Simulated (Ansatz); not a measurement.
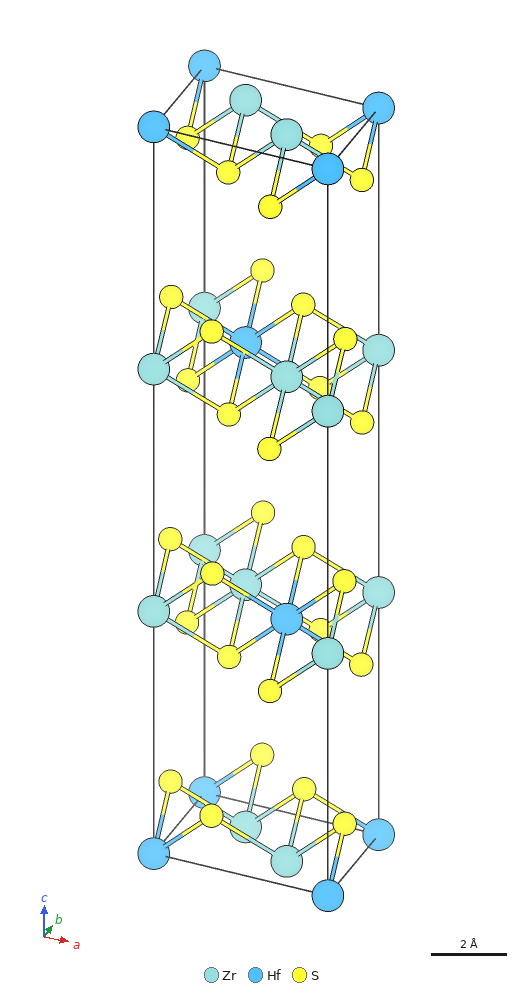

The image is a ball-and-stick drawing of a crystal, viewed slightly off an axis. The conventional unit cell is outlined; an atom on or near a face, edge or corner is repeated at each equivalent position.

HfZr₂S₆, space group R-3 (No. 148), a = 6.364 Å, b = 6.364 Å, c = 20.328 Å, α = 90.00°, β = 90.00°, γ = 120.00°. The initial geometry was a structure type filled with these elements by a generator (whether the compound takes this form wasn't checked). Earlier steps of the study may have refined or changed the cell and positions. An electronic-structure calculation with Ansatz was run on it.

This one geometry was computed with Ansatz (DFT, plane waves, PAW) at three levels of theory: r2SCAN, PBEsol and PBE.

Which level gives the highest pressure at this volume, and what does that say about its equilibrium volume?

Answer. Highest: PBE (0.0 GPa), which points to the largest equilibrium volume. Lowest, with the smallest volume: PBEsol (-2.6 GPa). Levels within 0.5 GPa of each other can't be told apart.

How does the band gap change with the level of theory?

Answer. PBEsol: a gap of 1.08 eV, indirect; PBE: a gap of 1.16 eV, indirect; r2SCAN: a gap of 1.49 eV, indirect.

Collect the results in a table.

Answer.
| level | cutoff (eV) | k-mesh of the run's cell | gap (eV) | pressure (GPa) |
| --- | --- | --- | --- | --- |
| r2SCAN | 500 | 6×6×6 | 1.49 | -0.6 |
| PBEsol | 420 | 6×6×6 | 1.08 | -2.6 |
| PBE | 420 | 6×6×6 | 1.16 | 0.0 |

Gaps are taken on the k-mesh or band path of each run.
